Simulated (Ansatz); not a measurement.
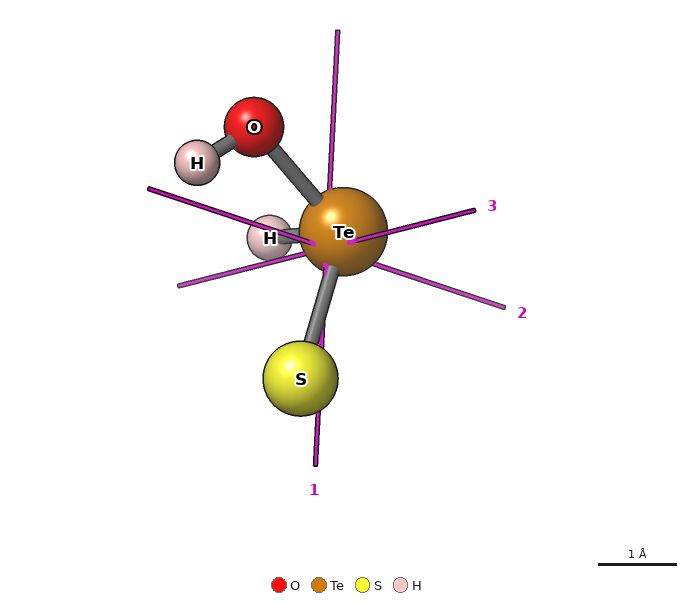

The three principal axes of inertia are drawn and numbered. Depth is shown by fading: the farther an atom, the more it takes the colour of the background. The geometry was computed by an optimisation with PBE0-D4/def2-TZVP. No frequency run is at hand to confirm it as a minimum. Masses are those of the most abundant isotopes; constants are for the rigid equilibrium geometry.

### Which line is the a axis (least moment of inertia), which b and which c?

a is line 1, b is line 2, c is line 3; the moments are 52.5, 150, 197 u Å².

### What kind of rotor is it, and what are its rotational constants in MHz?

An asymmetric top (C1): A = 9629, B = 3374, C = 2570 MHz. Ray's parameter κ is −0.77, nearer the prolate limit.
